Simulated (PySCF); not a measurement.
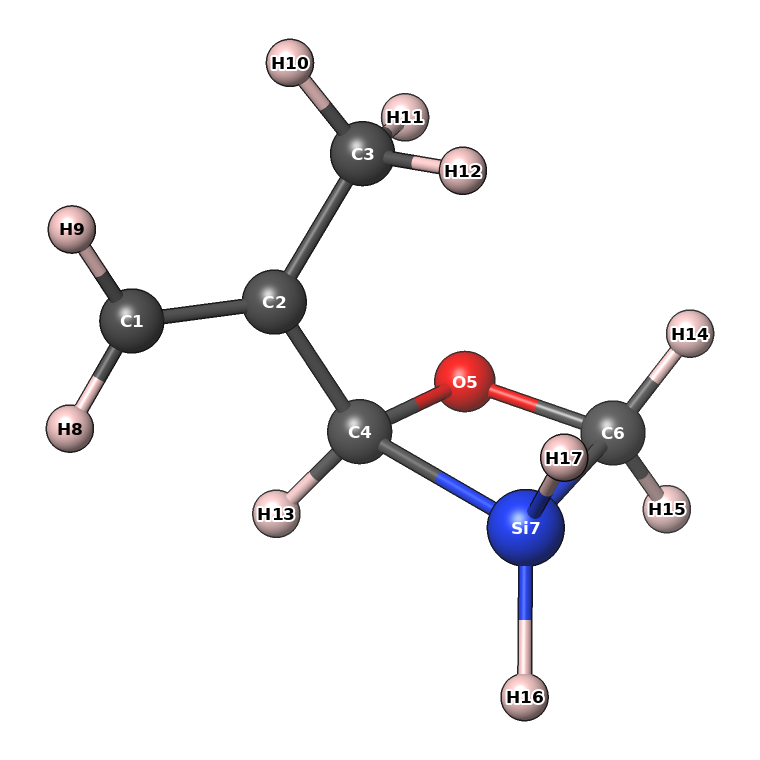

The computed structure is the end point of a GFN2-xTB optimisation. No frequency run is at hand to confirm it as a minimum. Electric field gradients from the ground-state density, PBE0/pcSseg-1 (PySCF 2.14.0), non-relativistic apart from any core potentials.

Give the largest field-gradient component, the quadrupole coupling constant and the asymmetry for 17O at O5 (Q = −25.6 mb), 2H at H8 (Q = 2.86 mb), 2H at H9 (Q = 2.86 mb), 2H at H10 (Q = 2.86 mb), 2H at H11 (Q = 2.86 mb).

```tsv
atom	V_zz (a.u.)	e²qQ/h (MHz)	η
O5	−2.093	12.59	0.85
H8	0.339	0.228	0.07
H9	0.340	0.229	0.07
H10	0.317	0.213	0.03
H11	0.310	0.208	0.01
```

The geometry is semi-empirical. Around Si such bond lengths and angles can be off by a tenth of an ångström or more and by several degrees, and values that hang on the shape move with them.
